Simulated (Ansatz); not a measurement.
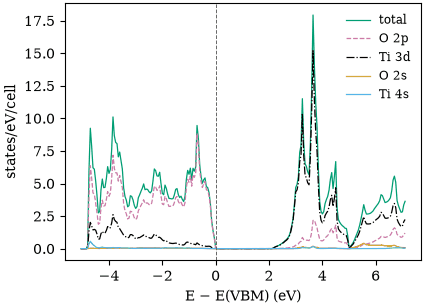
*Total and projected density of states of TiO₂ (anatase, I4_1/amd), PBEsol in the plane-wave PAW code Ansatz*

### Question
Which orbitals carry the states next to the gap?

### Answer
Top 1 eV of the valence band: O 2p 93 %. Bottom 1 eV of the conduction band: Ti 3d 92 %, O 2p 6 %. Projections are on Löwdin-orthogonalised atomic valence shells; empty p or d shells of many metals are not among them.

### Question
Where is the tallest occupied peak in this window, and what makes it?

### Answer
Near -3.9 eV, about 10 states/eV per cell; the largest projected share is O 2p.

The PBEsol relaxation kept the symmetry of its start. The run is not spin-polarised.

Potentials: the later of the program's two PAW sets.
